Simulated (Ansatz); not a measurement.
A series of calculations on CH$_{4}$AlCl

### Relaxation

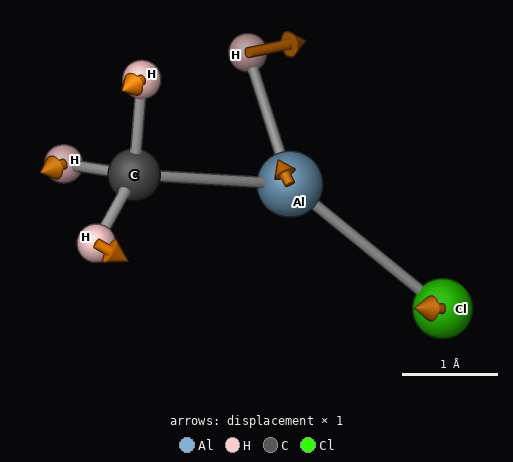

This is a relaxation of CH$_{4}$AlCl. The starting structure is drawn; orange arrows show the displacements, at their true length. The two geometries are superimposed by the best rigid fit.

The picture is a ball-and-stick view, seen from a free direction.

The run prepares an end point of a later path (reaction) calculation, from a guessed geometry.

Theory: Ansatz 0.2.0, RKS PBE/def2-SVP.

Input
```yaml
crystal:
  periodic: [false, false, false]
  atoms:
    - { symbol: Al, position_ang: [0.166607, -0.011493, 0.251549] }
    - { symbol: H, position_ang: [0.532269, -0.347708, 1.725378] }
    - { symbol: C, position_ang: [2.088734, 0.079685, -0.011563] }
    - { symbol: H, position_ang: [2.377031, -0.942278, 0.323682] }
    - { symbol: H, position_ang: [2.652984, 0.325577, -0.93323] }
    - { symbol: H, position_ang: [2.405934, 0.764082, 0.803815] }
    - { symbol: Cl, position_ang: [-1.631359, 0.132034, -0.839032] }
basis:
  gaussian: { orbitals: def2-SVP }
hamiltonian:
  xc: pbe
relax:
  f_tol: 0.03
  max_steps: 50
output:
  orbitals: {}
```

Run as
```bash
ansatz run input.yaml --threads 1 --pin off --max-ram 2048MiB --backend cpu --events-out ev --progress --plain --runs-dir out
```

**Atoms of which element are displaced furthest, and by how much?**

Hydrogen: up to 0.80 Å, against 0.39 Å for chlorine.

**Describe the change and its energy.**

The largest move after the best rigid fit is that of H2, 0.80 Å. Largest moves by element: H 0.80 Å, Cl 0.39 Å, Al 0.31 Å, C 0.07 Å. Near-neighbour distances that change, for instance: Al1–H2 1.555 → 1.595 Å, Al1–Cl7 2.108 → 2.128 Å, Al1–C3 1.942 → 1.954 Å. Among the angles between lasting bonds that change: H2–Al1–C3 84.6° → 124.7°, C3–Al1–Cl7 140.4° → 119.6°, H2–Al1–Cl7 134.9° → 115.7°. After 7 geometry steps the energy has fallen by 69.4 kJ/mol. The largest force component goes from 1.3 to 0.019 eV/Å. Cost: 29 s on 1 thread of Intel(R) Xeon(R) Processor @ 2.50GHz (Skylake/Cascade Lake) (shared host), peak memory 0.14 GiB.

### Relaxation

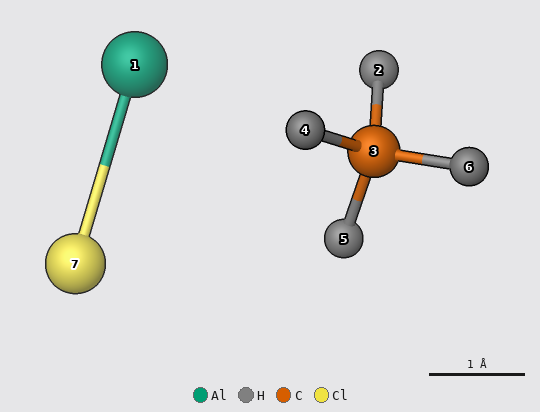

This is the input geometry for a relaxation of CH₄AlCl. Style: ball-and-stick. Shown at a tilt.

The run prepares an end point of a later path (reaction) calculation, from a guessed geometry.

Method: RKS PBE/def2-SVP in Ansatz.

Input file:
```yaml
crystal:
  periodic: [false, false, false]
  atoms:
    - { symbol: Al, position_ang: [-1.006712, -0.419358, 0.579508] }
    - { symbol: H, position_ang: [1.553234, 0.237684, 1.381729] }
    - { symbol: C, position_ang: [2.13039, 0.056098, 0.452459] }
    - { symbol: H, position_ang: [2.078747, -1.018404, 0.185608] }
    - { symbol: H, position_ang: [1.726515, 0.665251, -0.379717] }
    - { symbol: H, position_ang: [3.188905, 0.331769, 0.632075] }
    - { symbol: Cl, position_ang: [-1.078881, 0.14686, -1.53106] }
basis:
  gaussian: { orbitals: def2-SVP }
hamiltonian:
  xc: pbe
relax:
  f_tol: 0.03
  max_steps: 50
```

Launched with:
```bash
ansatz run input.yaml --threads 1 --pin off --max-ram 2048MiB --backend cpu --events-out ev --progress --plain --runs-dir out
```

Q: What does the optimiser find from here?

A: Over 8 geometry steps the energy falls by 1.35 kcal/mol. Largest force component: 0.2 eV/Å at the start, 0.03 eV/Å at the end. The atom that moves furthest after the best rigid fit is Al1 (0.67 Å). By element the largest moves are Al 0.67 Å, H 0.57 Å, Cl 0.31 Å, C 0.19 Å. Some distances before and after: Al1–Cl7 2.186 → 2.170 Å. The run took 33 s on 1 thread of Intel(R) Xeon(R) Processor @ 2.50GHz (Skylake/Cascade Lake), with other jobs on the host, peak memory 0.14 GiB.

Final geometry:

```xyz
7

Al   -1.6503   -0.3956    0.4009
H     1.7923    0.1510    1.4724
C     2.3015    0.0021    0.5007
H     2.6016   -1.0589    0.4030
H     1.6187    0.2726   -0.3280
H     3.2019    0.6451    0.4603
Cl   -1.2736    0.3836   -1.5887
```

After the run, drawn alike:

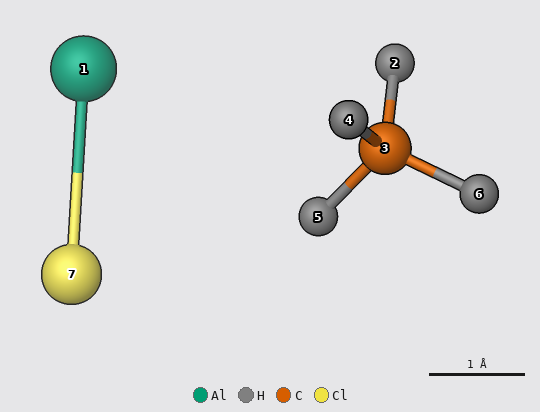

Limits of the set-up: the start holds two separate molecules, 2.8 Å apart at their closest, whose relative position is a soft coordinate and is computed without a dispersion correction.

### Path

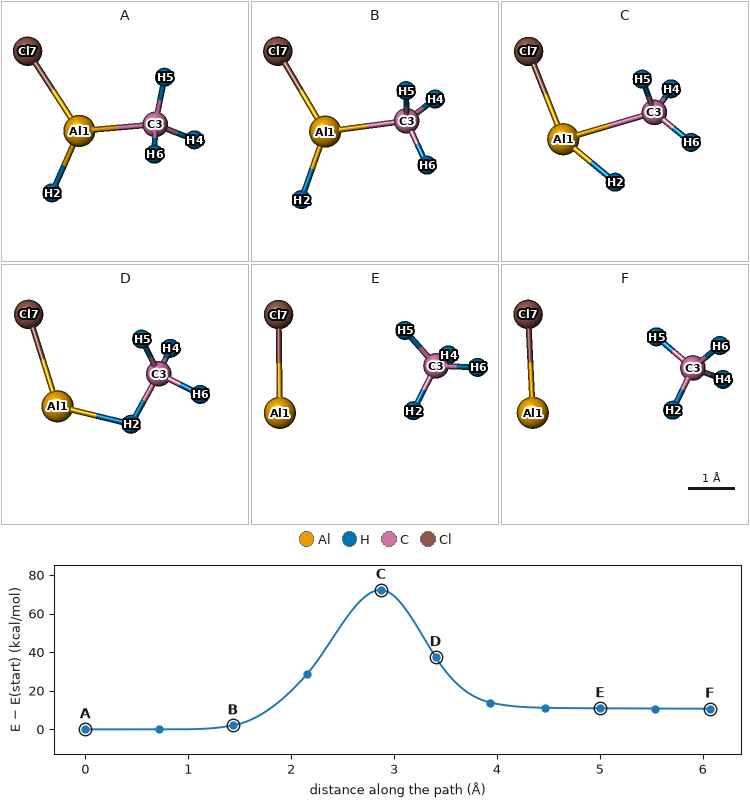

A search for the minimum-energy path of CH₄AlCl by the nudged elastic band. Images are numbered from 0 (start) to 10 (end). Frames A to F are images 0, 2, 4, 5, 8, 10. The picture is a ball-and-stick view, seen at a tilt.

Computed with RKS PBE/def2-SVP in Ansatz 0.2.0. Run with 9 movable images; climbing image; force threshold 0.03 eV/Å; iteration limit 60; starting path through a guess of the saddle point.

Question: Read off the barrier and say what moves.

Answer: Breaking: Al1–C3 (1.95 → 2.21 at the top → 3.97 Å), Al1–H2 (1.60 → 1.58 at the top → 3.65 Å). Forming: H2–C3 (3.15 → 1.77 at the top → 1.11 Å). The energy climbs by 72.3 kcal/mol to image 4 and then falls by 61.6 kcal/mol, so the end point sits at +10.7 kcal/mol. The band converged in 13 iterations, with a climbing image at the top. At the top, the vibrational analysis gives one imaginary mode (1267i cm⁻¹), as a transition state must have.
